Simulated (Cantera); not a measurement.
Input: 1 mol TiO₂, 1.8 mol C, 1.1 mol H₂, at 1 atm.

Equilibrium computed with Cantera from the NASA thermochemical tables; the gas is ideal and each condensed phase is pure. Candidate condensed phases: C, C₆H₆, C₇H₈, C₈H₁₈, H₂O, Ti, TiC, TiO, TiO₂, Ti₂O₃, Ti₃O₅, Ti₄O₇; 113 gas species. Mutual solubility and eutectic melting of coexisting phases are not modelled. TiC, TiO: taken at fixed stoichiometry. Condensed phases not in the tables: solid solutions among these carbides, nitrides and lower oxides. Rates play no part.

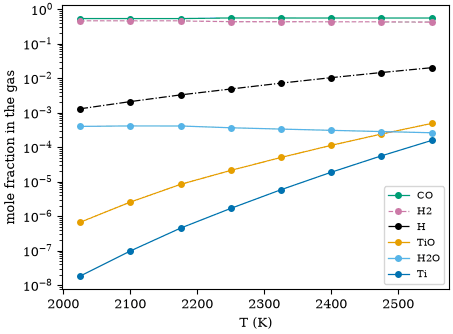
Figure. Equilibrium gas composition (values under 1e-9 drawn at 1e-9)

From 2025 K to 2100 K the condensed part is TiC(s) + Ti₂O₃(s). At 2175 K the condensed part is TiC(s) + Ti₂O₃(l). From 2250 K to 2550 K the condensed part is TiC(s) + TiO(l). The main Ti-bearing gas is TiO throughout.
